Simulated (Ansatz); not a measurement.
# HfHO (sextet): inputs that go wrong

3 inputs are run for HfHO (sextet) as typed; the log has to tell whether the result can be used and what must change.

Program: Ansatz 0.2.0, Gaussian basis. Level of theory: the settings change from run to run. These are calculated values, not measurements.

27 further runs of the same task are left out: 12 for a known fault of the program, 2 that didn't finish, 13 set aside as unsound or not needed. Runs told in other sessions of the task aren't counted.

### Step 1. The system

The geometry is a PBE0/def2-TZVP stationary point (not a proven minimum). No spin-orbit coupling is included. Elements past krypton take def2 core potentials.

3 atoms, charge 0, spin multiplicity 6.

Atoms are counted from 1 here; the program's logs count them from 0.

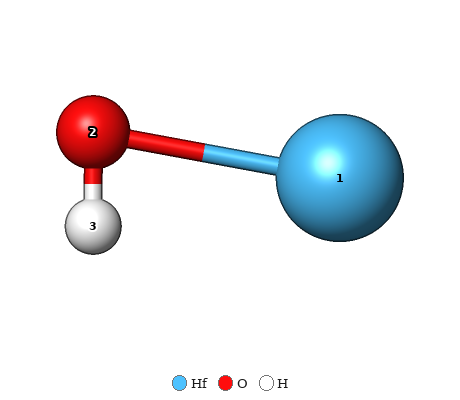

The structure; hafnium blue, oxygen red, hydrogen white; atoms are numbered from 1 in the order of the file.

Geometry (Å):

```xyz
3
charge 0, multiplicity 6
Hf    0.0000   -0.2577    1.7116
O     0.0000   -0.3606   -0.9270
H     0.0000    0.6184   -0.7846
```

### Step 2. Try 1

The input, in.yaml:

```yaml
crystal:
  periodic: [false, false, false]
  atoms:
    - {symbol: Hf, position_ang: [0.000000, -0.257744, 1.711606]}
    - {symbol: O, position_ang: [0.000000, -0.360612, -0.927017]}
    - {symbol: H, position_ang: [0.000000, 0.618356, -0.784589]}
basis:
  gaussian: {orbitals: def2-SVP}
magnetization: {spin_polarized: false, initial_magnetization: 5}
correlation: {method: fic_mrcisd_q, electrons: outside_noble_gas, active_space: {window: {electrons: 7, orbitals: 7}, states: [{multiplicity: 7, weights: [1, 1, 1, 1, 1, 1, 1, 1, 1, 1, 1, 1, 1, 1, 1, 1, 1, 1, 1, 1, 1, 1, 1, 1, 1, 1, 1, 1, 1, 1]}]}}
```

On the command line:

```
$ ansatz run in.yaml --threads 1 --pin off --events-out ev --progress --plain --max-ram 2393MiB
```

The program printed:

```text
Functional definition: HF
  name "HF"
  cite "Fock, Z. Phys. 61, 126 (1930) doi:10.1007/BF01340294"
  parent pbe
  exchange = exact_x
  correlation = 0
911 factors; integrals over basis functions are off by at most 1.5e-7 eV
mean field evaluation 1: about -3335.6396 eV, gradient 1.1e1 eV
mean field evaluation 2: about -3335.7254 eV, gradient 1.1e1 eV
mean field evaluation 4: about -3336.8875 eV, gradient 1.9e0 eV
mean field evaluation 8: about -3337.0376 eV, gradient 8.8e-1 eV
mean field evaluation 16: about -3337.1494 eV, gradient 2.1e-1 eV
mean field evaluation 32: about -3337.2992 eV, gradient 2.9e-6 eV
mean field evaluation 64: about -3337.2889 eV, gradient 3.7e-1 eV
mean field evaluation 96: about -3337.2184 eV, gradient 1.1e0 eV
mean field evaluation 128: about -3337.0258 eV, gradient 3.9e-1 eV
mean field evaluation 160: about -3337.2952 eV, gradient 1.7e0 eV
mean field evaluation 192: about -3335.2186 eV, gradient 1.1e1 eV
mean field evaluation 224: about -3337.2460 eV, gradient 3.1e-1 eV
mean field evaluation 256: about -3337.0147 eV, gradient 1.3e0 eV
mean field evaluation 288: about -3337.2802 eV, gradient 3.3e-1 eV
mean field evaluation 320: about -3337.2920 eV, gradient 2.1e-2 eV
mean field evaluation 352: about -3337.1488 eV, gradient 2.9e-1 eV
mean field evaluation 384: about -3337.2990 eV, gradient 2.7e-2 eV
mean field evaluation 416: about -3334.8740 eV, gradient 1.3e1 eV
mean field evaluation 448: about -3337.2719 eV, gradient 4.4e-1 eV
mean field evaluation 480: about -3337.2506 eV, gradient 1.3e0 eV
mean field evaluation 512: about -3337.1481 eV, gradient 1.2e-1 eV
mean field evaluation 544: about -3337.2990 eV, gradient 5.5e-2 eV
mean field evaluation 576: about -3337.0087 eV, gradient 5.5e-6 eV
mean field -3337.29919229 eV, -122.6434832139 hartree, gradient 3.6e-6 eV, S^2 8.750000; 24 other end points of the search recorded, 0 dependent functions left out
reference -3337.29919229 eV, -122.6434832139 hartree; 13, 8 occupied and 38, 43 virtual orbitals, 911 factors
Error: 7 electrons in 7 orbitals have no state of multiplicity 7
```

It took 11 s on 1 thread of Intel Xeon at 2.60GHz, shared host.

Diagnosis: The run stopped with an error. The list of states asked for (weights, spin or count) can't be met. Fix: mend what the message names.

### Step 3. Try 2

The input, in.yaml:

```yaml
crystal:
  periodic: [false, false, false]
  atoms:
    - {symbol: Hf, position_ang: [0.000000, -0.257744, 1.711606]}
    - {symbol: O, position_ang: [0.000000, -0.360612, -0.927017]}
    - {symbol: H, position_ang: [0.000000, 0.618356, -0.784589]}
basis:
  gaussian: {orbitals: def2-SVP, point_charges: [{charge: 0.50, position_ang: [4.212, -0.166, -0.696]}]}
magnetization: {spin_polarized: false, initial_magnetization: 5}
hamiltonian: {xc: {name: PBE}}
correlation: {method: fic_mrcisd_q, electrons: outside_noble_gas}
output: {forces: true}
```

Same command.

The program printed:

```text
Error: this correlation method needs an active space: name one as the reference
```

Wall time 0.03 s (1 thread of Intel Xeon at 2.60GHz, shared host).

Diagnosis: The run was refused. This method needs an active space and has none. Cure: add an active_space block.

### Step 4. Try 3

The input, in.yaml:

```yaml
crystal:
  periodic: [false, false, false]
  atoms:
    - {symbol: Hf, position_ang: [0.000000, -0.257744, 1.711606]}
    - {symbol: O, position_ang: [0.000000, -0.360612, -0.927017]}
    - {symbol: H, position_ang: [0.000000, 0.618356, -0.784589]}
basis:
  gaussian: {orbitals: def2-SVP}
magnetization: {spin_polarized: false, initial_magnetization: 5}
correlation: {method: sc_nevpt2, electrons: outside_noble_gas, active_space: {window: {electrons: 2, orbitals: 1}}}
```

Launched as before.

The program printed:

```text
Functional definition: HF
  name "HF"
  cite "Fock, Z. Phys. 61, 126 (1930) doi:10.1007/BF01340294"
  parent pbe
  exchange = exact_x
  correlation = 0
505 factors; integrals over basis functions are off by at most 1.1e-3 eV
mean field evaluation 1: about -3335.6396 eV, gradient 1.1e1 eV
mean field evaluation 2: about -3335.7252 eV, gradient 1.1e1 eV
mean field evaluation 4: about -3336.8873 eV, gradient 1.9e0 eV
mean field evaluation 8: about -3337.0375 eV, gradient 8.8e-1 eV
mean field evaluation 16: about -3337.1493 eV, gradient 2.1e-1 eV
mean field evaluation 32: about -3337.2991 eV, gradient 2.9e-6 eV
mean field evaluation 64: about -3337.2888 eV, gradient 3.7e-1 eV
mean field evaluation 96: about -3337.2183 eV, gradient 1.1e0 eV
mean field evaluation 128: about -3337.0257 eV, gradient 3.9e-1 eV
mean field evaluation 160: about -3337.2956 eV, gradient 1.6e0 eV
mean field evaluation 192: about -3335.2184 eV, gradient 1.1e1 eV
mean field evaluation 224: about -3337.2431 eV, gradient 4.3e-1 eV
mean field evaluation 256: about -3337.0146 eV, gradient 1.3e0 eV
mean field evaluation 288: about -3337.2801 eV, gradient 3.3e-1 eV
mean field evaluation 320: about -3337.2919 eV, gradient 2.1e-2 eV
mean field evaluation 352: about -3337.2229 eV, gradient 1.0e0 eV
mean field evaluation 384: about -3334.6584 eV, gradient 1.3e1 eV
mean field evaluation 416: about -3336.6046 eV, gradient 2.7e0 eV
mean field evaluation 448: about -3337.2902 eV, gradient 1.8e-1 eV
mean field evaluation 480: about -3337.1157 eV, gradient 4.2e-1 eV
mean field evaluation 512: about -3337.2818 eV, gradient 6.5e-1 eV
mean field evaluation 544: about -3337.2988 eV, gradient 9.9e-2 eV
mean field -3337.29908719 eV, -122.6434793518 hartree, gradient 3.6e-6 eV, S^2 8.750000; 23 other end points of the search recorded, 0 dependent functions left out
reference -3337.29908719 eV, -122.6434793518 hartree; 13, 8 occupied and 38, 43 virtual orbitals, 505 factors
Error: 2 electrons in 1 orbitals form no window around the highest filled level of the reference
```

Run time: 8 s. Hardware: 1 thread of Intel Xeon at 2.60GHz, shared host.

Diagnosis: The run stopped with an error. The active window can't be built from these electrons and orbitals. Cure: choose counts that fit the spin, the electrons and the basis.

### Step 5. Summary

| try | level | ended | cause | time |
| --- | --- | --- | --- | --- |
| 1 | MRCISD+Q(7,7)/def2-SVP | stopped by an error | the list of states asked for (weights, spin or count) can't be met | 11 s |
| 2 | 'fic_mrcisd_q'/def2-SVP | refused | this method needs an active space and has none | 0.03 s |
| 3 | NEVPT2(2,1)/def2-SVP | stopped by an error | the active window can't be built from these electrons and orbitals | 8 s |

2 stopped by an error, 1 refused.
